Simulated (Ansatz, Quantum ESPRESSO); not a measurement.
## ErBi (Fm-3m): zone-centre phonons

Which modes does ErBi (Fm-3m) have at the zone centre?

Program: Quantum ESPRESSO 7.5. Level of theory: DFT PBEsol, scalar-relativistic, plane waves, PseudoDojo norm-conserving, 4f in core pseudopotentials. Results are calculated unless marked as measured.

**1. The starting structure**

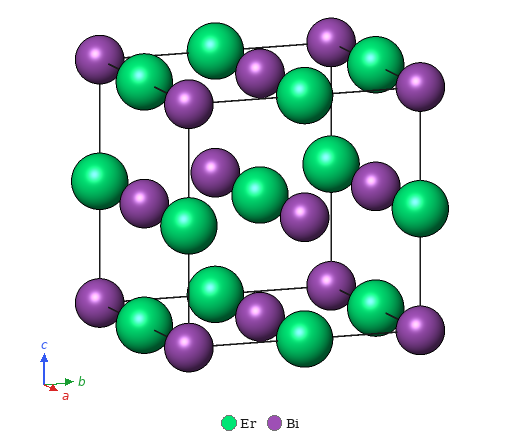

The starting structure, seen slightly off an axis (erbium green, bismuth purple). This picture shows the conventional cell, with its axes. Some periodic images of atoms are drawn too.

**2. A first look**

A cheap run with smearing and empty bands tells whether the crystal has a gap, which decides between fixed occupations and smearing later on.

File probe.in:

```
 &control
    calculation='scf',
    prefix='x',
    outdir='./tmp',
    pseudo_dir='./pseudo',
    tprnfor=.true.,
    tstress=.true.,
    verbosity='high',
 /
 &system
    ibrav=0,
    nat=2,
    ntyp=2,
    ecutwfc=58.0,
    input_dft='pbesol',
    occupations='smearing',
    smearing='gaussian',
    degauss=0.01,
 /
 &electrons
    conv_thr=1.0d-07,
    mixing_beta=0.7,
    electron_maxstep=100,
 /
ATOMIC_SPECIES
 Er    167.2590  Er.upf
 Bi    208.9804  Bi.upf
CELL_PARAMETERS angstrom
    -3.093000000    0.000000000    3.093000000
     0.000000000    3.093000000    3.093000000
    -3.093000000    3.093000000    0.000000000
ATOMIC_POSITIONS crystal
 Er     0.500000000   0.500000000   0.500000000
 Bi     0.000000000   0.000000000   0.000000000
K_POINTS automatic
 6 6 6 0 0 0
```

Run with:

```sh
$ OMP_NUM_THREADS=1 mpirun -n 4 pw.x -nk 4 -in probe.in > probe.out
```

Log:

```text
[banners, grids, parts of the stress and lines that vanish by symmetry left out]
Program PWSCF v.7.5
     IMPORTANT: XC functional enforced from input :
     Exchange-correlation= PBESOL
                           (   1   4  10   8   0   0   0)
[...]
kinetic-energy cutoff     =      58.0000  Ry
     charge density cutoff     =     232.0000  Ry
     scf convergence threshold =      1.0E-07
[...]
Exchange-correlation= PBESOL
                           (   1   4  10   8   0   0   0)
[...]
48 Sym. Ops., with inversion, found
[...]
(     0          1          0      )
                  (     0          0          1      )
[...]
(  0.0000000  1.0000000  0.0000000 )
                  ( -0.0000000 -0.0000000  1.0000000 )
[...]
(     1          0         -1      )
[...]
( -0.0000000 -1.0000000 -0.0000000 )
[...]
(     0          1         -1      )
                  (     0          1          0      )
[...]
( -1.0000000  0.0000000  0.0000000 )
                  (  0.0000000  1.0000000 -0.0000000 )
[...]
number of k points=    16  Gaussian smearing, width (Ry)=  0.0100
[...]
End of self-consistent calculation
[...]
the Fermi energy is    11.1315 ev
!    total energy              =    -254.06100393 Ry
[...]
convergence has been achieved in   6 iterations
[...]
atom    1 type  1   force =     0.00000000   -0.00000000   -0.00000000
     atom    2 type  2   force =    -0.00000000   -0.00000000   -0.00000000
[...]
Total force =     0.000000     Total SCF correction =     0.000000
[...]
total   stress  (Ry/bohr**3)                   (kbar)     P=       -6.33
[...]
XML data file, charge density, pseudopotentials, collected wavefunctions

   JOB DONE.
```

Elapsed: 3.7 s, on 4 MPI ranks of Arm Neoverse V2, shared host.

Read from the output:

- volume per atom: 29.59 Å³
- pressure: -0.633 GPa
- gap on the k-mesh: 0 eV

No gap opens on this mesh, so smearing is kept; the start stands at -0.63 GPa.

**3. Relaxation**

The harmonic expansion starts where the forces on the atoms vanish, and stress shifts the frequencies, so cell and atoms are relaxed with tight thresholds.

File relax.in:

```
 &control
    calculation='vc-relax',
    prefix='x',
    outdir='./tmp',
    pseudo_dir='./pseudo',
    tprnfor=.true.,
    tstress=.true.,
    forc_conv_thr=2.0d-05,
    etot_conv_thr=1.0d-07,
    nstep=40,
 /
 &system
    ibrav=0,
    nat=2,
    ntyp=2,
    ecutwfc=58.0,
    input_dft='pbesol',
    occupations='smearing',
    smearing='mv',
    degauss=0.02,
 /
 &electrons
    conv_thr=1.0d-11,
    mixing_beta=0.7,
    electron_maxstep=100,
 /
 &ions
 /
 &cell
    press_conv_thr=0.1,
 /
ATOMIC_SPECIES
 Er    167.2590  Er.upf
 Bi    208.9804  Bi.upf
CELL_PARAMETERS angstrom
    -3.093000000    0.000000000    3.093000000
     0.000000000    3.093000000    3.093000000
    -3.093000000    3.093000000    0.000000000
ATOMIC_POSITIONS crystal
 Er     0.500000000   0.500000000   0.500000000
 Bi     0.000000000   0.000000000   0.000000000
K_POINTS automatic
 8 8 8 0 0 0
```

Run with:

```sh
$ OMP_NUM_THREADS=1 mpirun -n 4 pw.x -nk 4 -in relax.in > relax.out
```

Log:

```text
[banners, grids, parts of the stress and lines that vanish by symmetry left out]
[banner, memory and clock lines left out]
Program PWSCF v.7.5

[...]
Exchange-correlation= PBESOL
                           (   1   4  10   8   0   0   0)
[...]
kinetic-energy cutoff     =      58.0000  Ry
     charge density cutoff     =     232.0000  Ry
     scf convergence threshold =      1.0E-11
[...]
energy convergence thresh.=      1.0E-07
     force convergence thresh. =      2.0E-05
     press convergence thresh. =      1.0E-01
     Exchange-correlation= PBESOL
                           (   1   4  10   8   0   0   0)
[...]
48 Sym. Ops., with inversion, found
[...]
number of k points=    29  Marzari-Vanderbilt smearing, width (Ry)=  0.0200
[...]
End of self-consistent calculation
[...]
the Fermi energy is    11.3492 ev
!    total energy              =    -254.06154719 Ry
[...]
convergence has been achieved in   9 iterations
[...]
atom    1 type  1   force =     0.00000000    0.00000000    0.00000000
     atom    2 type  2   force =     0.00000000    0.00000000    0.00000000
     Total force =     0.000000     Total SCF correction =     0.000000
[...]
total   stress  (Ry/bohr**3)                   (kbar)     P=       -6.38
[...]
number of bfgs steps    =   0
[...]
CELL_PARAMETERS (angstrom)
[...]
ATOMIC_POSITIONS (crystal)
Er               0.5000000000        0.5000000000        0.5000000000
Bi              -0.0000000000        0.0000000000       -0.0000000000
[...]
New effective cutoffs (rho, wfc):  232.49   58.12
[...]
End of self-consistent calculation
[...]
the Fermi energy is    11.3950 ev
!    total energy              =    -254.06159401 Ry
[...]
convergence has been achieved in   5 iterations
[...]
atom    1 type  1   force =     0.00000000    0.00000000    0.00000000
     atom    2 type  2   force =    -0.00000000   -0.00000000   -0.00000000
     Total force =     0.000000     Total SCF correction =     0.000000
[...]
total   stress  (Ry/bohr**3)                   (kbar)     P=       -4.24
[...]
number of bfgs steps    =   1
[...]
CELL_PARAMETERS (angstrom)
[...]
ATOMIC_POSITIONS (crystal)
Er               0.5000000000        0.5000000000        0.5000000000
Bi               0.0000000000       -0.0000000000        0.0000000000
[...]
New effective cutoffs (rho, wfc):  233.25   58.31
[...]
End of self-consistent calculation
[...]
the Fermi energy is    11.4641 ev
!    total energy              =    -254.06162853 Ry
[...]
convergence has been achieved in   8 iterations
[...]
atom    1 type  1   force =    -0.00000000   -0.00000000    0.00000000
     atom    2 type  2   force =    -0.00000000   -0.00000000    0.00000000
     Total force =     0.000000     Total SCF correction =     0.000000
[...]
total   stress  (Ry/bohr**3)                   (kbar)     P=       -0.98
[...]
number of bfgs steps    =   2
[...]
CELL_PARAMETERS (angstrom)
[...]
ATOMIC_POSITIONS (crystal)
[...]
New effective cutoffs (rho, wfc):  233.47   58.37
[...]
End of self-consistent calculation
[...]
the Fermi energy is    11.4849 ev
!    total energy              =    -254.06163047 Ry
[...]
convergence has been achieved in   7 iterations
[...]
atom    1 type  1   force =    -0.00000000    0.00000000    0.00000000
     atom    2 type  2   force =    -0.00000000    0.00000000   -0.00000000
     Total force =     0.000000     Total SCF correction =     0.000000
[...]
total   stress  (Ry/bohr**3)                   (kbar)     P=        0.01
[...]
number of bfgs steps    =   3
[...]
small trust_radius: resetting bfgs history
[...]
CELL_PARAMETERS (angstrom)
[...]
ATOMIC_POSITIONS (crystal)
[...]
New effective cutoffs (rho, wfc):  233.47   58.37
[...]
End of self-consistent calculation
[...]
the Fermi energy is    11.4849 ev
!    total energy              =    -254.06163047 Ry
[...]
convergence has been achieved in   3 iterations
[...]
atom    1 type  1   force =    -0.00000000   -0.00000000   -0.00000000
     atom    2 type  2   force =    -0.00000000    0.00000000   -0.00000000
     Total force =     0.000000     Total SCF correction =     0.000000
[...]
total   stress  (Ry/bohr**3)                   (kbar)     P=        0.00
[...]
bfgs converged in   5 scf cycles and   4 bfgs steps
[...]
End of BFGS Geometry Optimization
     Final enthalpy           =    -254.0616304671 Ry
     File ./tmp/x.bfgs deleted, as requested
[...]
CELL_PARAMETERS (angstrom)
[...]
ATOMIC_POSITIONS (crystal)
Er               0.5000000000        0.5000000000        0.5000000000
Bi               0.0000000000       -0.0000000000        0.0000000000
[...]
Final scf calculation at the relaxed structure.
[...]
kinetic-energy cutoff     =      58.0000  Ry
     charge density cutoff     =     232.0000  Ry
     scf convergence threshold =      1.0E-13
[...]
press convergence thresh. =      1.0E-01
     Exchange-correlation= PBESOL
                           (   1   4  10   8   0   0   0)
[...]
48 Sym. Ops., with inversion, found
[...]
number of k points=    29  Marzari-Vanderbilt smearing, width (Ry)=  0.0200
[...]
c_bands:  1 eigenvalues not converged
[...]
End of self-consistent calculation
[...]
the Fermi energy is    11.4849 ev
!    total energy              =    -254.06151610 Ry
[...]
convergence has been achieved in  11 iterations
[...]
atom    1 type  1   force =     0.00000000    0.00000000   -0.00000000
     atom    2 type  2   force =    -0.00000000   -0.00000000    0.00000000
     Total force =     0.000000     Total SCF correction =     0.000000
[...]
total   stress  (Ry/bohr**3)                   (kbar)     P=       -0.50
[...]
XML data file, charge density, pseudopotentials, collected wavefunctions
```

The job ended after 35 s (4 MPI ranks).

Step by step:

```csv
step,energy less that of the first step (eV),largest force (eV/Å),pressure (GPa),volume (Å³)
1,0.0000,0.0000,-0.64,59.18
2,-0.0006,0.0000,-0.42,58.99
3,-0.0011,0.0000,-0.10,58.70
4,-0.0011,0.0000,0.00,58.61
5,-0.0011,0.0000,0.00,58.61
6,0.0004,0.0000,-0.05,58.61
```

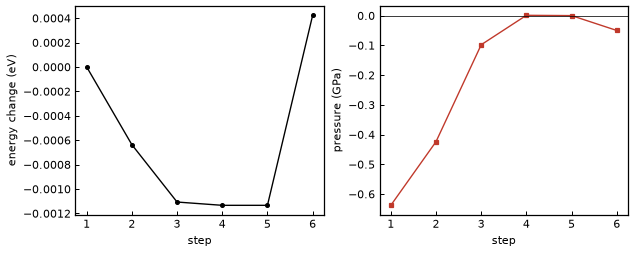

Energy and pressure along the relaxation.

```csv
"conventional cell, symmetrised",before,after,change
a (Å),6.186,6.166,-0.3 %
b (Å),6.186,6.166,-0.3 %
c (Å),6.186,6.166,-0.3 %
volume (Å³/atom),29.59,29.31,-1.0 %
```

Final coordinates:

```
CELL_PARAMETERS angstrom
-3.08311 0.00000 3.08311
0.00000 3.08311 3.08311
-3.08311 3.08311 0.00000
ATOMIC_POSITIONS crystal
Er 0.50000 0.50000 0.50000
Bi 0.00000 0.00000 0.00000
```

The last row of the table of steps is pw.x's closing run on a basis chosen anew for the final cell, so its energy can jump.

Numbers from this step:

* volume per atom: 29.31 Å³
* pressure: -0.05000 GPa

The volume changes by -1.0 % from the cell with which this run began.

**4. Ground state**

Perturbation theory inherits every error of the wavefunctions, so the threshold is set near the limit of the arithmetic. Smearing stays on, as the first look found no gap above 0.3 eV.

File scf.in:

```
 &control
    calculation='scf',
    prefix='x',
    outdir='./tmp',
    pseudo_dir='./pseudo',
    tprnfor=.true.,
    tstress=.true.,
 /
 &system
    ibrav=0,
    nat=2,
    ntyp=2,
    ecutwfc=58.0,
    input_dft='pbesol',
    occupations='smearing',
    smearing='mv',
    degauss=0.02,
 /
 &electrons
    conv_thr=1.0d-12,
    mixing_beta=0.7,
    electron_maxstep=100,
 /
ATOMIC_SPECIES
 Er    167.2590  Er.upf
 Bi    208.9804  Bi.upf
CELL_PARAMETERS angstrom
    -3.083111025    0.000000000    3.083111025
     0.000000000    3.083111025    3.083111025
    -3.083111025    3.083111025    0.000000000
ATOMIC_POSITIONS crystal
 Er     0.500000000   0.500000000   0.500000000
 Bi     0.000000000   0.000000000   0.000000000
K_POINTS automatic
 8 8 8 0 0 0
```

Run with:

```sh
$ OMP_NUM_THREADS=1 mpirun -n 4 pw.x -nk 4 -in scf.in > scf.out
```

Log:

```text
[banners, grids, parts of the stress and lines that vanish by symmetry left out]
[banner, memory and clock lines left out]
Program PWSCF v.7.5

[...]
Exchange-correlation= PBESOL
                           (   1   4  10   8   0   0   0)
[...]
kinetic-energy cutoff     =      58.0000  Ry
     charge density cutoff     =     232.0000  Ry
     scf convergence threshold =      1.0E-12
[...]
Exchange-correlation= PBESOL
                           (   1   4  10   8   0   0   0)
[...]
48 Sym. Ops., with inversion, found
[...]
number of k points=    29  Marzari-Vanderbilt smearing, width (Ry)=  0.0200
[...]
End of self-consistent calculation
[...]
the Fermi energy is    11.4849 ev
!    total energy              =    -254.06151610 Ry
[...]
convergence has been achieved in  10 iterations
[...]
atom    1 type  1   force =     0.00000000    0.00000000    0.00000000
     atom    2 type  2   force =    -0.00000000   -0.00000000    0.00000000
     Total force =     0.000000     Total SCF correction =     0.000000
[...]
total   stress  (Ry/bohr**3)                   (kbar)     P=       -0.50
[...]
XML data file, charge density, pseudopotentials, collected wavefunctions
```

The job ended after 6.6 s (4 MPI ranks; 26 s of CPU time).

The cell stands at -0.050 GPa, close enough for phonons.

**5. Linear response at Γ**

At q = 0 one unit cell holds all displacements; symmetry groups them into irreducible representations that are solved one by one. With smeared occupations no response to a homogeneous field can be asked.

File ph.in:

```
phonons
 &inputph
    prefix='x',
    outdir='./tmp',
    fildyn='g.dyn',
    tr2_ph=1.0d-18,
    alpha_mix(1)=0.4,
    nmix_ph=8,
 /
0.000000000 0.000000000 0.000000000
```

Run with:

```sh
$ OMP_NUM_THREADS=1 mpirun -n 4 ph.x -nk 4 -in ph.in > ph.out
```

Log:

```text
[banners, grids, parts of the stress and lines that vanish by symmetry left out]
[banner, memory and clock lines left out]
Program PHONON v.7.5

     ./tmp/x.save/

     IMPORTANT: XC functional enforced from input :
     Exchange-correlation= PBESOL
                           (   1   4  10   8   0   0   0)
     Any further DFT definition will be discarded
     Please, verify this is what you really want

     G-vector sticks info

     Reading collected, re-writing distributed wavefunctions in ./tmp/

     Number and degeneracy of irreps per q-point
       N         xq(1)         xq(2)         xq(3)   N irreps
       1   0.000000000   0.000000000   0.000000000       2
        3   3

     Calculation of q =    0.0000000   0.0000000   0.0000000

     phonons

     bravais-lattice index     =            0
     lattice parameter (alat)  =       8.2395  a.u.
     unit-cell volume          =     395.5434 (a.u.)^3
     number of atoms/cell      =            2
     number of atomic types    =            2
     kinetic-energy cut-off    =      58.0000  Ry
     charge density cut-off    =     232.0000  Ry
     convergence threshold     =      1.0E-18
     beta                      =       0.4000
     number of iterations used =            8
     Exchange-correlation= PBESOL
                           (   1   4  10   8   0   0   0)

     celldm(1)=    8.23954  celldm(2)=    0.00000  celldm(3)=    0.00000
     celldm(4)=    0.00000  celldm(5)=    0.00000  celldm(6)=    0.00000

     crystal axes: (cart. coord. in units of alat)
               a(1) = ( -0.7071  0.0000  0.7071 )
               a(2) = (  0.0000  0.7071  0.7071 )
               a(3) = ( -0.7071  0.7071  0.0000 )

     reciprocal axes: (cart. coord. in units 2 pi/alat)
               b(1) = ( -0.7071 -0.7071  0.7071 )
               b(2) = (  0.7071  0.7071  0.7071 )
               b(3) = ( -0.7071  0.7071 -0.7071 )

     Atoms inside the unit cell:

     Cartesian axes

     site n.  atom      mass           positions (alat units)
        1  Er    167.2590   tau(    1) = (   -0.70711    0.70711    0.70711  )
        2  Bi    208.9804   tau(    2) = (    0.00000    0.00000    0.00000  )

     Computing dynamical matrix for
                    q = (   0.0000000   0.0000000   0.0000000 )

     49 Sym.Ops. (with q -> -q+G )

     G cutoff =  398.9645  (  23505 G-vectors)     FFT grid: ( 40, 40, 40)

     number of k points=    29  Marzari-Vanderbilt smearing, width (Ry)=  0.0200
                       cart. coord. in units 2pi/alat
        k(    1) = (   0.0000000   0.0000000   0.0000000), wk =   0.0039062
        k(    2) = (  -0.0883883   0.0883883  -0.0883883), wk =   0.0312500
        k(    3) = (  -0.1767767   0.1767767  -0.1767767), wk =   0.0312500
        [... further k-points left out ...]

     PseudoPot. # 1 for Er read from file:
     ./pseudo/Er.upf
     Pseudo is Norm-conserving + core correction, Zval = 11.0
     Using radial grid of 1906 points,  7 beta functions with:
                l(1) =   0
                l(2) =   0
                l(3) =   1
                l(4) =   1
                l(5) =   2
                l(6) =   2
                l(7) =   3

     PseudoPot. # 2 for Bi read from file:
     ./pseudo/Bi.upf
     Pseudo is Norm-conserving + core correction, Zval = 15.0
     Using radial grid of 1472 points,  6 beta functions with:
                l(1) =   0
                l(2) =   0
                l(3) =   1
                l(4) =   1
                l(5) =   2
                l(6) =   2

     Mode symmetry, O_h (m-3m)  point group:

     Atomic displacements:
     There are    2 irreducible representations

     Representation     1      3 modes -  To be done

     Representation     2      3 modes -  To be done

     Alpha used in Ewald sum =   2.2000

     Representation #   1 modes #   1   2   3

     Self-consistent Calculation
      thresh= 1.000E-02 alpha_mix =  0.400 |ddv_scf|^2 =  2.810E-06
      thresh= 1.676E-04 alpha_mix =  0.400 |ddv_scf|^2 =  3.212E-08
      thresh= 1.792E-05 alpha_mix =  0.400 |ddv_scf|^2 =  1.921E-09
      thresh= 4.383E-06 alpha_mix =  0.400 |ddv_scf|^2 =  9.576E-11
      thresh= 9.786E-07 alpha_mix =  0.400 |ddv_scf|^2 =  4.947E-12
      thresh= 2.224E-07 alpha_mix =  0.400 |ddv_scf|^2 =  8.687E-14
      thresh= 2.947E-08 alpha_mix =  0.400 |ddv_scf|^2 =  1.587E-14
      thresh= 1.260E-08 alpha_mix =  0.400 |ddv_scf|^2 =  1.171E-16
      thresh= 1.082E-09 alpha_mix =  0.400 |ddv_scf|^2 =  1.832E-18
      thresh= 1.354E-10 alpha_mix =  0.400 |ddv_scf|^2 =  2.514E-19

     End of self-consistent calculation

     Convergence has been achieved

     Representation #   2 modes #   4   5   6

     Self-consistent Calculation
      thresh= 1.000E-02 alpha_mix =  0.400 |ddv_scf|^2 =  7.931E-07
      thresh= 8.906E-05 alpha_mix =  0.400 |ddv_scf|^2 =  4.315E-08
      thresh= 2.077E-05 alpha_mix =  0.400 |ddv_scf|^2 =  1.027E-09
      thresh= 3.205E-06 alpha_mix =  0.400 |ddv_scf|^2 =  1.056E-10
      thresh= 1.028E-06 alpha_mix =  0.400 |ddv_scf|^2 =  1.744E-12
      thresh= 1.321E-07 alpha_mix =  0.400 |ddv_scf|^2 =  3.344E-14
      thresh= 1.829E-08 alpha_mix =  0.400 |ddv_scf|^2 =  3.732E-15
      thresh= 6.109E-09 alpha_mix =  0.400 |ddv_scf|^2 =  4.422E-17
      thresh= 6.650E-10 alpha_mix =  0.400 |ddv_scf|^2 =  7.994E-19

     End of self-consistent calculation

     Convergence has been achieved

     Number of q in the star =    1
     List of q in the star:
          1   0.000000000   0.000000000   0.000000000

     Diagonalizing the dynamical matrix

     q = (    0.000000000   0.000000000   0.000000000 )

 **************************************************************************
     freq (    1) =      -0.139938 [THz] =      -4.667818 [cm-1]
     freq (    2) =      -0.139938 [THz] =      -4.667818 [cm-1]
     freq (    3) =      -0.139938 [THz] =      -4.667818 [cm-1]
     freq (    4) =       3.724806 [THz] =     124.246160 [cm-1]
     freq (    5) =       3.724806 [THz] =     124.246160 [cm-1]
     freq (    6) =       3.724806 [THz] =     124.246160 [cm-1]
 **************************************************************************

     Mode symmetry, O_h (m-3m)  point group:

     freq (   1-   3) =         -4.7  [cm-1]   --> T_1u G_15  G_4- I
     freq (   4-   6) =        124.2  [cm-1]   --> T_1u G_15  G_4- I
```

The job ended after 82 s (4 MPI ranks; 5.5 min of CPU time).

Numbers from this step:

| Item | Value |
| --- | --- |
| largest acoustic frequency at the zone centre before the sum rule | -4.67 cm⁻¹ |
| highest optical zone-centre mode (no LO-TO term) | 124.2 cm⁻¹ |
| lowest optical zone-centre mode | 124.2 cm⁻¹ |

The acoustic modes at Γ come out as far as 4.7 cm⁻¹ from zero, where they should vanish, a small numerical error.

(Continued in part 2 of 2.)

[Host names and launcher messages were left out of these logs when they were recorded.]

[Logs are printed without paths, hosts, clocks, repeated set-up lines and the standing remarks that a program may print on its own settings, such as how far it seeks lower states.]

[Hosts, paths, dates, database ids (printed as entryN), source tags and the programs' standing remarks are cut or masked in the printed files.]
